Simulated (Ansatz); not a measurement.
CuFHSi3 (doublet)

```yaml
atoms:
  - { symbol: Cu, position_ang: [-0.5682, -1.9634, -2.3966] }
  - { symbol: F, position_ang: [-2.4436, -0.4896, -4.8350] }
  - { symbol: Si, position_ang: [-1.3845, -0.2113, -3.6130] }
  - { symbol: Si, position_ang: [-1.4890, 1.7166, -2.3816] }
  - { symbol: Si, position_ang: [-1.3386, -0.1895, -1.1599] }
  - { symbol: H, position_ang: [-2.0113, -0.3611, 0.1743] }
```

Geometry: PBE0-D3(BJ)/def2-SVP.

All numbers below come from isolated molecule in a Gaussian basis; Kohn-Sham density functional theory, functional PBE0 in Ansatz.

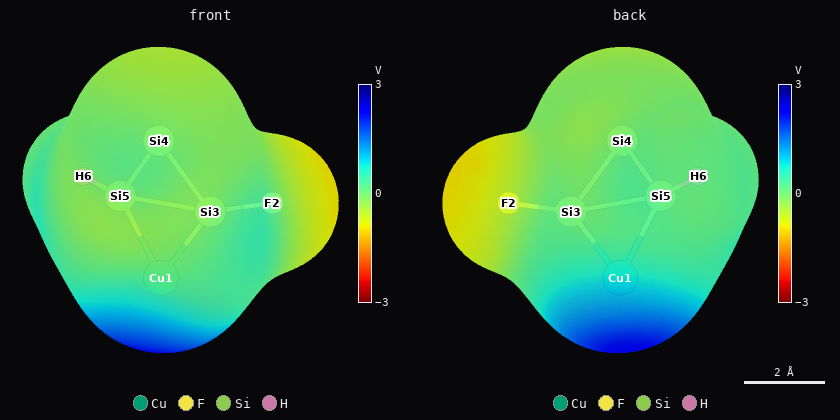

Figure 1. The molecular electrostatic potential painted on the density surface at 0.001 e/bohr³, seen from the front and from behind; the colour scale runs from red (negative) to blue (positive).

Question: Which sites attract a positive test charge, and which a negative one?

Answer: A positive charge is drawn to the negative regions and a negative charge to the positive ones. The most negative region (about −1.0 V, or −23 kcal/mol for a unit charge) lies over F2, the most positive (about +2.3 V, or +53 kcal/mol for a unit charge) over Cu1.

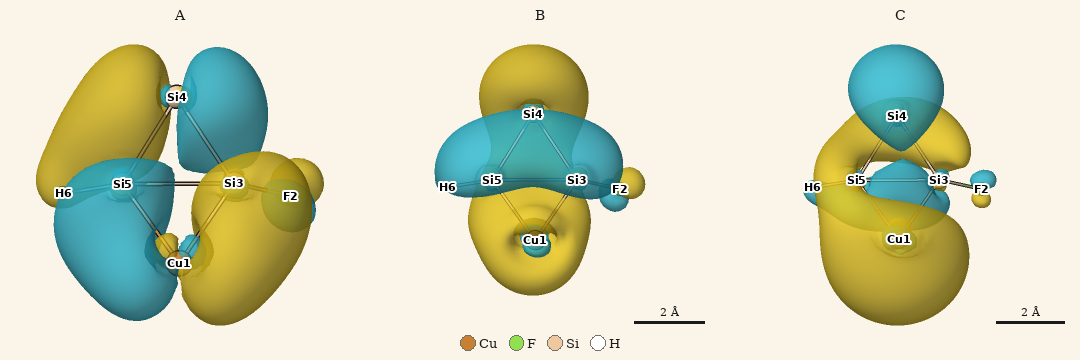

Figure 2. Three frontier orbitals at ±0.06 Å⁻³ᐟ² (yellow and cyan are the two phases), in no order.

Question: Order the three orbitals by energy and name them. All are α orbitals.

Answer: B is the HOMO−1 (α) (−6.31 eV). Its weight (Hirshfeld) is mainly on Si4 (about 40 %), Si5 (about 25 %), Si3 (about 20 %) and Cu1 (about 15 %). A is the HOMO (α) (−5.89 eV). It lies mainly on Si3 (about 25 %), Si5 (about 25 %), Cu1 (about 25 %) and Si4 (about 15 %). C is the LUMO (α) (−2.65 eV). By Hirshfeld shares it lies mainly on Cu1 (about 45 %), Si4 (about 30 %), Si5 (about 15 %) and Si3 (about 10 %).

Question: What is the gap between the highest occupied and lowest empty α orbitals?

Answer: 3.24 eV between the orbital energies.

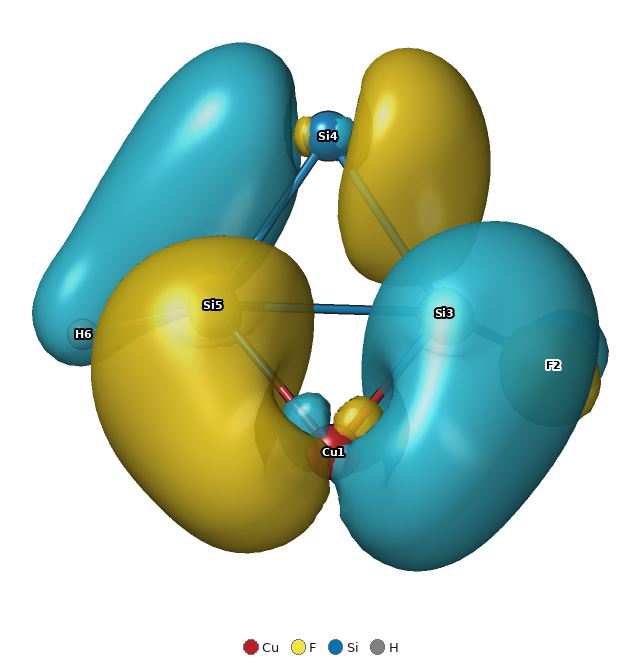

Figure 3. The LUMO (β) at ±0.08 Å⁻³ᐟ² (yellow and cyan are the two phases), seen at a tilt.

Question: What is the character of this orbital?

Answer: It lies mainly on Si3 (about 25 %), Cu1 (about 25 %), Si5 (about 25 %) and Si4 (about 15 %). Its energy is −3.56 eV.
